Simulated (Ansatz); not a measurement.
# ClH₃MgSi + HBr: a complex and its separated parts

Aim: how far the complex at one end of a reaction step lies below its separated, relaxed parts, level by level.

Method: PBE0-D4/def2-TZVP structures, single points in def2-TZVPP, no counterpoise correction; program: Ansatz 0.2.0, Gaussian basis.

Levels: SPW92, PBE-D4, BLYP-D4, r2SCAN-D4, B97M-V, PBE0-D4, B3LYP-D4, r2SCAN0-D4, BHLYP-D4, CAM-B3LYP-D4, wB97X-V, wB97M-V, B2PLYP, PBE-QIDH, RPA on PBE, Hartree-Fock, MP2, CCSD, CCSD(T).

Cores are frozen in the correlated methods. Filled d shells of the heavier atoms are correlated. The outer core shell of Li, Na, Mg and K is correlated. B3LYP uses VWN-RPA correlation. B2PLYP carries no dispersion term here.

94 further runs of the same task are left out: 94 set aside as unsound or not needed. Runs told in other sessions of the task aren't counted.

### Step 1. The starting structure

The complex: 8 atoms, charge 0, spin multiplicity 1.

Atoms are counted from 1 here; the program's logs count them from 0.

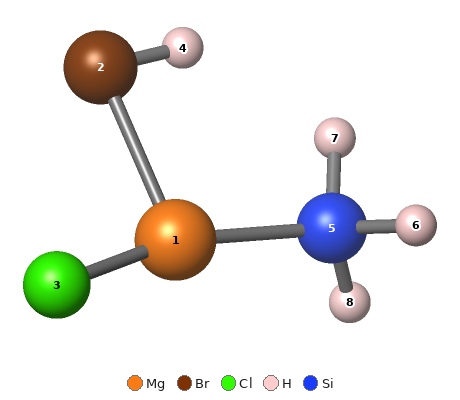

The starting geometry (magnesium orange, bromine brown, chlorine green, hydrogen pink, silicon blue); atoms are numbered from 1 in the order of the file.

Geometry (Å):

```xyz
8
charge 0, multiplicity 1
Mg   -0.7936   -1.1568   -0.5138
Br    0.2505   -1.7482    2.0693
Cl   -1.8479   -3.0583   -0.8678
H     0.8810   -0.4699    2.1523
Si    0.1903    1.2043   -0.7128
H     1.1573    1.4031   -1.8336
H     0.9725    1.5187    0.5326
H    -0.8101    2.3075   -0.8262
```

Its parts: ClH₃MgSi holds atoms 1, 3, 5, 6, 7, 8; HBr holds atoms 2, 4. Each part counts its atoms afresh in its own runs.

### Step 2. Relaxing ClH₃MgSi alone

relax-a/in.yaml reads:

```yaml
crystal:
  periodic: [false, false, false]
  atoms:
    - {symbol: Mg, position_ang: [-0.793579, -1.156813, -0.513811]}
    - {symbol: Cl, position_ang: [-1.847895, -3.058318, -0.867788]}
    - {symbol: Si, position_ang: [0.190333, 1.204258, -0.712812]}
    - {symbol: H, position_ang: [1.157318, 1.403107, -1.833615]}
    - {symbol: H, position_ang: [0.972514, 1.518658, 0.532570]}
    - {symbol: H, position_ang: [-0.810098, 2.307492, -0.826152]}
basis:
  gaussian: {orbitals: def2-TZVP}
hamiltonian: {xc: pbe0, dispersion: d4}
relax: {f_tol: 0.005, max_steps: 200}
```

Launch:

```bash
$ ansatz run in.yaml --threads 8 --pin off --events-out ev --progress --plain --max-ram 19148MiB
```

Output, shortened:

```text
Functional definition: PBE0
  name "PBE0"
  cite "Adamo & Barone, J. Chem. Phys. 110, 6158 (1999) doi:10.1063/1.478522"
  cite "Perdew, Burke & Ernzerhof, Phys. Rev. Lett. 77, 3865 (1996) doi:10.1103/PhysRevLett.77.3865"
  parent pbe
[...]
956 factors; their error is unknown
[...]
mean field -25885.65113812 eV, -951.2801334014 hartree, gradient 2.6e-5 eV, S^2 0.000000; 0 other end points of the search recorded, 0 dependent functions left out
[...]
reference -25885.65117251 eV, -951.2801346653 hartree; 23, 23 occupied and 101, 101 virtual orbitals, 956 factors
[...]
reference -25885.69580705 eV, -951.2817749542 hartree; 23, 23 occupied and 101, 101 virtual orbitals, 956 factors
Total energy: -25885.77591430 eV, -951.2847188414 hartree
Atom 0 at    -0.871531    -1.099170    -0.718875 Å, force    -0.001401    -0.002707    -0.000311 eV/Å
Atom 1 at    -1.794440    -3.085015    -0.738757 Å, force     0.000240     0.000544    -0.000016 eV/Å
Atom 2 at     0.206130     1.219012    -0.695106 Å, force    -0.000047    -0.000005    -0.000095 eV/Å
Atom 3 at     1.167604     1.402897    -1.821754 Å, force    -0.001216     0.001146     0.002064 eV/Å
Atom 4 at     0.966630     1.470740     0.564160 Å, force    -0.000149     0.001615    -0.001753 eV/Å
Atom 5 at    -0.805801     2.309920    -0.811276 Å, force     0.002573    -0.000593     0.000112 eV/Å
Dipole moment:     0.133066     0.286506     0.002706 e Å
```

Run time: 4.1 s. Hardware: 8 threads of Arm Neoverse V1, shared host.

The steps of the relaxation:

| step | energy from step 1 (eV) | largest force component (eV/Å) |
| --- | --- | --- |
| 1 | 0.0000 | 0.3291 |
| 2 | -0.0342 | 0.0960 |
| 3 | -0.0441 | 0.0484 |
| 4 | -0.0444 | 0.0663 |
| 5 | -0.0446 | 0.0027 |

Distances of close pairs at the start and the end, largest changes first:

| bond | before (Å) | after (Å) | change (Å) |
| --- | --- | --- | --- |
| Mg1–Cl2 | 2.203 | 2.190 | -0.013 |
| Si3–H5 | 1.504 | 1.492 | -0.011 |
| Mg1–Si3 | 2.566 | 2.557 | -0.009 |
| Si3–H6 | 1.494 | 1.493 | -0.001 |
| Si3–H4 | 1.494 | 1.493 | -0.001 |

### Step 3. Relaxing HBr alone

relax-b/in.yaml reads:

```yaml
crystal:
  periodic: [false, false, false]
  atoms:
    - {symbol: Br, position_ang: [0.250470, -1.748244, 2.069307]}
    - {symbol: H, position_ang: [0.881037, -0.469941, 2.152301]}
basis:
  gaussian: {orbitals: def2-TZVP}
hamiltonian: {xc: pbe0, dispersion: d4}
relax: {f_tol: 0.005, max_steps: 200}
```

Launch:

```bash
$ ansatz run in.yaml --threads 8 --pin off --events-out ev --progress --plain --max-ram 19148MiB
```

Output, shortened:

```text
[... 5 set-up lines as earlier in the session ...]
[...]
457 factors; their error is unknown
[...]
mean field -70054.57210648 eV, -2574.4580402185 hartree, gradient 2.2e-5 eV, S^2 0.000000; 0 other end points of the search recorded, 0 dependent functions left out
[...]
reference -70054.57279944 eV, -2574.4580656844 hartree; 18, 18 occupied and 36, 36 virtual orbitals, 457 factors
Total energy: -70054.57831875 eV, -2574.4582685155 hartree
Atom 0 at     0.252069    -1.745002     2.069517 Å, force    -0.000089    -0.000181    -0.000012 eV/Å
Atom 1 at     0.879438    -0.473183     2.152091 Å, force     0.000089     0.000181     0.000012 eV/Å
Dipole moment:     0.087594     0.177574     0.011529 e Å
```

It took 0.75 s on 8 threads of Arm Neoverse V1, shared host.

Along the way:

| step | energy from step 1 (eV) | largest force component (eV/Å) |
| --- | --- | --- |
| 1 | 0.0000 | 0.1656 |
| 2 | -0.0007 | 0.0292 |
| 3 | -0.0007 | 0.0002 |

The bond:

| bond | before (Å) | after (Å) | change (Å) |
| --- | --- | --- | --- |
| Br1–H2 | 1.428 | 1.421 | -0.007 |

### Step 4. SPW92/def2-TZVPP

parta/in.yaml reads:

```yaml
crystal:
  periodic: [false, false, false]
  atoms:
    - {symbol: Mg, position_ang: [-0.871531, -1.099170, -0.718875]}
    - {symbol: Cl, position_ang: [-1.794440, -3.085015, -0.738757]}
    - {symbol: Si, position_ang: [0.206130, 1.219012, -0.695106]}
    - {symbol: H, position_ang: [1.167604, 1.402897, -1.821754]}
    - {symbol: H, position_ang: [0.966630, 1.470740, 0.564160]}
    - {symbol: H, position_ang: [-0.805801, 2.309920, -0.811276]}
basis:
  gaussian: {orbitals: def2-TZVPP}
hamiltonian: {xc: lda}
```

partb/in.yaml reads:

```yaml
crystal:
  periodic: [false, false, false]
  atoms:
    - {symbol: Br, position_ang: [0.252069, -1.745002, 2.069517]}
    - {symbol: H, position_ang: [0.879438, -0.473183, 2.152091]}
basis:
  gaussian: {orbitals: def2-TZVPP}
hamiltonian: {xc: lda}
```

The same command starts each run, in its folder.

Launch:

```bash
$ ansatz run in.yaml --threads 8 --pin off --events-out ev --progress --plain --max-ram 19148MiB
```

Output in parta, shortened:

```text
Functional definition: SPW92
  name "SPW92"
  cite "Dirac, Proc. Camb. Phil. Soc. 26, 376 (1930) doi:10.1017/S0305004100016108"
  cite "Slater, Phys. Rev. 81, 385 (1951) doi:10.1103/PhysRev.81.385"
  cite "Perdew & Wang, Phys. Rev. B 45, 13244 (1992) doi:10.1103/PhysRevB.45.13244"
[...]
1047 factors; their error is unknown
[...]
mean field -25797.34458522 eV, -948.0349274385 hartree, gradient 4.4e-5 eV, S^2 0.000000; 0 other end points of the search recorded, 0 dependent functions left out
reference -25797.34462821 eV, -948.0349290187 hartree; 23, 23 occupied and 135, 135 virtual orbitals, 1047 factors
Total energy: -25797.34462821 eV, -948.0349290187 hartree
```

Output in partb, shortened:

```text
[... 5 set-up lines as earlier in the session ...]
[...]
435 factors; their error is unknown
[...]
mean field -69965.45702735 eV, -2571.1831214650 hartree, gradient 6.0e-6 eV, S^2 0.000000; 0 other end points of the search recorded, 0 dependent functions left out
reference -69965.45704840 eV, -2571.1831222385 hartree; 18, 18 occupied and 44, 44 virtual orbitals, 435 factors
Total energy: -69965.45704840 eV, -2571.1831222385 hartree
```

They took 0.4 s (parta), 0.15 s (partb) on 8 threads of Arm Neoverse V1, shared host.

### Step 5. PBE-D4/def2-TZVPP

Each input of step 4 (parta, partb) changes in the same lines:

```diff
-hamiltonian: {xc: lda}
+hamiltonian: {xc: pbe, dispersion: d4}
```

Each run has its own folder and the same command.

Launch:

```bash
$ ansatz run in.yaml --threads 8 --pin off --events-out ev --progress --plain --max-ram 19148MiB
```

parta printed, shortened:

```text
Functional definition: PBE
  name "PBE"
[... 2 set-up lines as earlier in the session ...]
[...]
1047 factors; their error is unknown
[...]
mean field -25883.29575770 eV, -951.1935747674 hartree, gradient 4.7e-5 eV, S^2 0.000000; 0 other end points of the search recorded, 0 dependent functions left out
reference -25883.29580327 eV, -951.1935764423 hartree; 23, 23 occupied and 135, 135 virtual orbitals, 1047 factors
Total energy: -25883.38932522 eV, -951.1970133104 hartree
```

Log of partb, shortened:

```text
[... 4 set-up lines as earlier in the session ...]
[...]
435 factors; their error is unknown
[...]
mean field -70052.13668166 eV, -2574.3685400073 hartree, gradient 1.9e-5 eV, S^2 0.000000; 0 other end points of the search recorded, 0 dependent functions left out
reference -70052.13670432 eV, -2574.3685408400 hartree; 18, 18 occupied and 44, 44 virtual orbitals, 435 factors
Total energy: -70052.14348938 eV, -2574.3687901864 hartree
```

They took 0.55 s (parta), 0.2 s (partb) on 8 threads of Arm Neoverse V1, shared host.

### Step 6. BLYP-D4/def2-TZVPP

The same edit goes into each in.yaml of step 5 (parta, partb):

```diff
-hamiltonian: {xc: pbe, dispersion: d4}
+hamiltonian: {xc: {name: BLYP}, dispersion: d4}
```

One command serves all of them, each in its own folder.

Launch:

```bash
$ ansatz run in.yaml --threads 8 --pin off --events-out ev --progress --plain --max-ram 19148MiB
```

Log of parta, shortened:

```text
Functional definition: BLYP
  name "BLYP"
  cite "Becke, Phys. Rev. A 38, 3098 (1988) doi:10.1103/PhysRevA.38.3098"
  cite "Lee, Yang & Parr, Phys. Rev. B 37, 785 (1988) doi:10.1103/PhysRevB.37.785"
[...]
1047 factors; their error is unknown
[...]
mean field -25895.94851254 eV, -951.6585549316 hartree, gradient 4.2e-5 eV, S^2 0.000000; 0 other end points of the search recorded, 0 dependent functions left out
reference -25895.94887506 eV, -951.6585682538 hartree; 23, 23 occupied and 135, 135 virtual orbitals, 1047 factors
Total energy: -25896.14865332 eV, -951.6659099694 hartree
```

Log of partb, shortened:

```text
[... 4 set-up lines as earlier in the session ...]
[...]
435 factors; their error is unknown
[...]
mean field -70063.39684233 eV, -2574.7823432796 hartree, gradient 8.4e-5 eV, S^2 0.000000; 0 other end points of the search recorded, 0 dependent functions left out
reference -70063.39705071 eV, -2574.7823509372 hartree; 18, 18 occupied and 44, 44 virtual orbitals, 435 factors
Total energy: -70063.41302262 eV, -2574.7829378941 hartree
```

They took 0.6 s (parta), 0.2 s (partb) on 8 threads of Arm Neoverse V1, shared host.

### Step 7. r2SCAN-D4/def2-TZVPP

Each input of step 6 (parta, partb) changes in the same lines:

```diff
-hamiltonian: {xc: {name: BLYP}, dispersion: d4}
+hamiltonian: {xc: r2scan, dispersion: d4}
```

One command serves all of them, each in its own folder.

Launch:

```bash
$ ansatz run in.yaml --threads 8 --pin off --events-out ev --progress --plain --max-ram 19148MiB
```

Log of parta, shortened:

```text
Functional definition: r2SCAN
  name "r2SCAN"
  cite "Furness, Kaplan, Ning, Perdew & Sun, J. Phys. Chem. Lett. 11, 8208 (2020) doi:10.1021/acs.jpclett.0c02405"
  cite "Furness, Kaplan, Ning, Perdew & Sun, J. Phys. Chem. Lett. 11, 9248 (2020) doi:10.1021/acs.jpclett.0c03077"
  parent r2scan
[...]
1047 factors; their error is unknown
[...]
mean field -25893.77246202 eV, -951.5785865499 hartree, gradient 3.4e-5 eV, S^2 0.000000; 0 other end points of the search recorded, 0 dependent functions left out
reference -25893.77247616 eV, -951.5785870695 hartree; 23, 23 occupied and 135, 135 virtual orbitals, 1047 factors
Total energy: -25893.79500175 eV, -951.5794148695 hartree
```

Log of partb, shortened:

```text
[... 5 set-up lines as earlier in the session ...]
[...]
435 factors; their error is unknown
[...]
mean field -70062.28305428 eV, -2574.7414123236 hartree, gradient 2.3e-5 eV, S^2 0.000000; 0 other end points of the search recorded, 0 dependent functions left out
reference -70062.28306038 eV, -2574.7414125480 hartree; 18, 18 occupied and 44, 44 virtual orbitals, 435 factors
Total energy: -70062.28451948 eV, -2574.7414661687 hartree
```

Times: 1.4 s (parta), 0.5 s (partb) on 8 threads of Arm Neoverse V1, shared host.

### Step 8. B97M-V/def2-TZVPP

Each input of step 7 (parta, partb) changes in the same lines:

```diff
-hamiltonian: {xc: r2scan, dispersion: d4}
+hamiltonian: {xc: {name: B97M-V}}
```

One command serves all of them, each in its own folder.

Launch:

```bash
$ ansatz run in.yaml --threads 8 --pin off --events-out ev --progress --plain --max-ram 19148MiB
```

Log of parta, shortened:

```text
Functional definition: B97M-V
  name "B97M-V"
  cite "Mardirossian & Head-Gordon, J. Chem. Phys. 142, 074111 (2015) doi:10.1063/1.4907719"
  cite "Becke, J. Chem. Phys. 107, 8554 (1997) doi:10.1063/1.475007"
  cite "Vydrov & Van Voorhis, J. Chem. Phys. 133, 244103 (2010) doi:10.1063/1.3521275"
  # Of w^i u^j: cxij and so on, Table III.
[...]
  gx(w, u) = cx00 + cx01*u + cx02*u^2 + (cx10 + cx11*u)*w
[...]
  gos(w, u) = cos00 + cos01*u + cos03*u^3 + cos10*w + cos32*w^3*u^2
[...]
      + integral(e_c_pw_mod_opposite_spin*gos(b97_w_opposite, b97_u_opposite)) + vv10(b, c)
1047 factors; their error is unknown
[...]
mean field -25889.66102583 eV, -951.4274940566 hartree, gradient 6.9e-5 eV, S^2 0.000000; 0 other end points of the search recorded, 0 dependent functions left out
reference -25889.66109328 eV, -951.4274965354 hartree; 23, 23 occupied and 135, 135 virtual orbitals, 1047 factors
Total energy: -25889.66109328 eV, -951.4274965354 hartree
```

partb printed, shortened:

```text
[... 5 set-up lines as earlier in the session ...]
  # Of w^i u^j: cxij and so on, Table III.
[...]
  gx(w, u) = cx00 + cx01*u + cx02*u^2 + (cx10 + cx11*u)*w
[...]
  gos(w, u) = cos00 + cos01*u + cos03*u^3 + cos10*w + cos32*w^3*u^2
[...]
      + integral(e_c_pw_mod_opposite_spin*gos(b97_w_opposite, b97_u_opposite)) + vv10(b, c)
435 factors; their error is unknown
[...]
mean field -70050.13092778 eV, -2574.2948299118 hartree, gradient 1.6e-5 eV, S^2 0.000000; 0 other end points of the search recorded, 0 dependent functions left out
reference -70050.13095963 eV, -2574.2948310822 hartree; 18, 18 occupied and 44, 44 virtual orbitals, 435 factors
Total energy: -70050.13095963 eV, -2574.2948310822 hartree
```

Wall times: 2.4 s (parta), 0.5 s (partb) on 8 threads of Arm Neoverse V1, shared host.

### Step 9. PBE0-D4/def2-TZVPP

The same edit goes into each in.yaml of step 8 (parta, partb):

```diff
-hamiltonian: {xc: {name: B97M-V}}
+hamiltonian: {xc: pbe0, dispersion: d4}
+output: {orbitals: {seedname: orbitals}}
```

One command serves all of them, each in its own folder.

Launch:

```bash
$ ansatz run in.yaml --threads 8 --pin off --events-out ev --progress --plain --max-ram 19148MiB
```

Log of parta, shortened:

```text
[... 5 set-up lines as earlier in the session ...]
[...]
1081 factors; their error is unknown
[...]
mean field -25885.71215689 eV, -951.2823757999 hartree, gradient 3.3e-5 eV, S^2 0.000000; 0 other end points of the search recorded, 0 dependent functions left out
reference -25885.71219129 eV, -951.2823770639 hartree; 23, 23 occupied and 135, 135 virtual orbitals, 1081 factors
Total energy: -25885.79229854 eV, -951.2853209512 hartree
```

Log of partb, shortened:

```text
[... 5 set-up lines as earlier in the session ...]
[...]
472 factors; their error is unknown
[...]
mean field -70054.59430828 eV, -2574.4588561197 hartree, gradient 7.1e-6 eV, S^2 0.000000; 0 other end points of the search recorded, 0 dependent functions left out
reference -70054.59432554 eV, -2574.4588567539 hartree; 18, 18 occupied and 44, 44 virtual orbitals, 472 factors
Total energy: -70054.59984485 eV, -2574.4590595851 hartree
```

Times: 0.75 s (parta), 0.2 s (partb) on 8 threads of Arm Neoverse V1, shared host.

### Step 10. B3LYP-D4/def2-TZVPP

The same edit goes into each in.yaml of step 9 (parta, partb):

```diff
-hamiltonian: {xc: pbe0, dispersion: d4}
-output: {orbitals: {seedname: orbitals}}
+hamiltonian: {xc: {name: B3LYP}, dispersion: d4}
```

Each run has its own folder and the same command.

Launch:

```bash
$ ansatz run in.yaml --threads 8 --pin off --events-out ev --progress --plain --max-ram 19148MiB
```

parta printed, shortened:

```text
Functional definition: B3LYP
  name "B3LYP"
  cite "Stephens, Devlin, Chabalowski & Frisch, J. Phys. Chem. 98, 11623 (1994) doi:10.1021/j100096a001"
[... 2 set-up lines as earlier in the session ...]
  cite "Vosko, Wilk & Nusair, Can. J. Phys. 58, 1200 (1980) doi:10.1139/p80-159"
[...]
1069 factors; their error is unknown
[...]
mean field -25897.82467072 eV, -951.7275024728 hartree, gradient 4.0e-5 eV, S^2 0.000000; 0 other end points of the search recorded, 0 dependent functions left out
reference -25897.82494284 eV, -951.7275124731 hartree; 23, 23 occupied and 135, 135 virtual orbitals, 1069 factors
Total energy: -25897.97736350 eV, -951.7331138290 hartree
```

partb printed, shortened:

```text
[... 6 set-up lines as earlier in the session ...]
[...]
472 factors; their error is unknown
[...]
mean field -70063.59659692 eV, -2574.7896841252 hartree, gradient 6.2e-6 eV, S^2 0.000000; 0 other end points of the search recorded, 0 dependent functions left out
reference -70063.59675410 eV, -2574.7896899017 hartree; 18, 18 occupied and 44, 44 virtual orbitals, 472 factors
Total energy: -70063.60788752 eV, -2574.7900990471 hartree
```

They took 0.8 s (parta), 0.2 s (partb) on 8 threads of Arm Neoverse V1, shared host.

### Step 11. r2SCAN0-D4/def2-TZVPP

The same edit goes into each in.yaml of step 10 (parta, partb):

```diff
-hamiltonian: {xc: {name: B3LYP}, dispersion: d4}
+hamiltonian: {xc: {name: r2SCAN0}, dispersion: d4}
```

One command serves all of them, each in its own folder.

Launch:

```bash
$ ansatz run in.yaml --threads 8 --pin off --events-out ev --progress --plain --max-ram 19148MiB
```

Log of parta, shortened:

```text
Functional definition: r2SCAN0
  name "r2SCAN0"
  cite "Bursch, Neugebauer, Ehlert & Grimme, J. Chem. Phys. 156, 134105 (2022) doi:10.1063/5.0086040"
[... 3 set-up lines as earlier in the session ...]
[...]
1081 factors; their error is unknown
[...]
mean field -25893.46778979 eV, -951.5673900519 hartree, gradient 2.1e-5 eV, S^2 0.000000; 0 other end points of the search recorded, 0 dependent functions left out
reference -25893.46780118 eV, -951.5673904706 hartree; 23, 23 occupied and 135, 135 virtual orbitals, 1081 factors
Total energy: -25893.49532685 eV, -951.5684020204 hartree
```

partb printed, shortened:

```text
[... 6 set-up lines as earlier in the session ...]
[...]
472 factors; their error is unknown
[...]
mean field -70062.25259139 eV, -2574.7402928330 hartree, gradient 7.3e-6 eV, S^2 0.000000; 0 other end points of the search recorded, 0 dependent functions left out
reference -70062.25259627 eV, -2574.7402930126 hartree; 18, 18 occupied and 44, 44 virtual orbitals, 472 factors
Total energy: -70062.25431112 eV, -2574.7403560322 hartree
```

Times: 1.6 s (parta), 0.5 s (partb) on 8 threads of Arm Neoverse V1, shared host.

### Step 12. BHLYP-D4/def2-TZVPP

Each input of step 11 (parta, partb) changes in the same lines:

```diff
-hamiltonian: {xc: {name: r2SCAN0}, dispersion: d4}
+hamiltonian: {xc: {name: BHLYP}, dispersion: d4}
```

One command serves all of them, each in its own folder.

Launch:

```bash
$ ansatz run in.yaml --threads 8 --pin off --events-out ev --progress --plain --max-ram 19148MiB
```

Log of parta, shortened:

```text
Functional definition: BHLYP
  name "BHLYP"
  cite "Becke, J. Chem. Phys. 98, 1372 (1993) doi:10.1063/1.464304"
[... 2 set-up lines as earlier in the session ...]
[...]
1154 factors; their error is unknown
[...]
mean field -25896.18608485 eV, -951.6672855528 hartree, gradient 3.2e-5 eV, S^2 0.000000; 0 other end points of the search recorded, 0 dependent functions left out
reference -25896.18626938 eV, -951.6672923344 hartree; 23, 23 occupied and 135, 135 virtual orbitals, 1154 factors
Total energy: -25896.32009901 eV, -951.6722104826 hartree
```

partb printed, shortened:

```text
[... 5 set-up lines as earlier in the session ...]
[...]
514 factors; their error is unknown
[...]
mean field -70062.48031395 eV, -2574.7486614829 hartree, gradient 8.3e-6 eV, S^2 0.000000; 0 other end points of the search recorded, 0 dependent functions left out
reference -70062.48042180 eV, -2574.7486654464 hartree; 18, 18 occupied and 44, 44 virtual orbitals, 514 factors
Total energy: -70062.48828132 eV, -2574.7489542782 hartree
```

They took 0.7 s (parta), 0.2 s (partb) on 8 threads of Arm Neoverse V1, shared host.

### Step 13. CAM-B3LYP-D4/def2-TZVPP

Each input of step 12 (parta, partb) changes in the same lines:

```diff
-hamiltonian: {xc: {name: BHLYP}, dispersion: d4}
+hamiltonian: {xc: {name: CAM-B3LYP}, dispersion: d4}
```

One command serves all of them, each in its own folder.

Launch:

```bash
$ ansatz run in.yaml --threads 8 --pin off --events-out ev --progress --plain --max-ram 19148MiB
```

parta printed, shortened:

```text
Functional definition: CAM-B3LYP
  name "CAM-B3LYP"
  cite "Yanai, Tew & Handy, Chem. Phys. Lett. 393, 51 (2004) doi:10.1016/j.cplett.2004.06.011"
  cite "Iikura, Tsuneda, Yanai & Hirao, J. Chem. Phys. 115, 3540 (2001) doi:10.1063/1.1383587"
[... 2 set-up lines as earlier in the session ...]
[...]
  # Exact exchange under (alpha + beta erf(omega r))/r, Becke's under what is left of 1/r.
[...]
1069 factors; their error is unknown
264 factors; integrals over basis functions are off by at most 3.8e-5 eV
[...]
mean field -25896.63248886 eV, -951.6836905978 hartree, gradient 3.6e-5 eV, S^2 0.000000; 0 other end points of the search recorded, 0 dependent functions left out
reference -25896.63262163 eV, -951.6836954768 hartree; 23, 23 occupied and 135, 135 virtual orbitals, 1069 factors
Total energy: -25896.71601545 eV, -951.6867601432 hartree
```

Output in partb, shortened:

```text
[... 6 set-up lines as earlier in the session ...]
[...]
  # Exact exchange under (alpha + beta erf(omega r))/r, Becke's under what is left of 1/r.
[...]
472 factors; their error is unknown
82 factors; integrals over basis functions are off by at most 1.2e-4 eV
[...]
mean field -70066.16345704 eV, -2574.8840144949 hartree, gradient 3.1e-5 eV, S^2 0.000000; 0 other end points of the search recorded, 0 dependent functions left out
reference -70066.16353374 eV, -2574.8840173135 hartree; 18, 18 occupied and 44, 44 virtual orbitals, 472 factors
Total energy: -70066.16901143 eV, -2574.8842186150 hartree
```

Times: 0.9 s (parta), 0.25 s (partb) on 8 threads of Arm Neoverse V1, shared host.

[end of part 1 of 2]
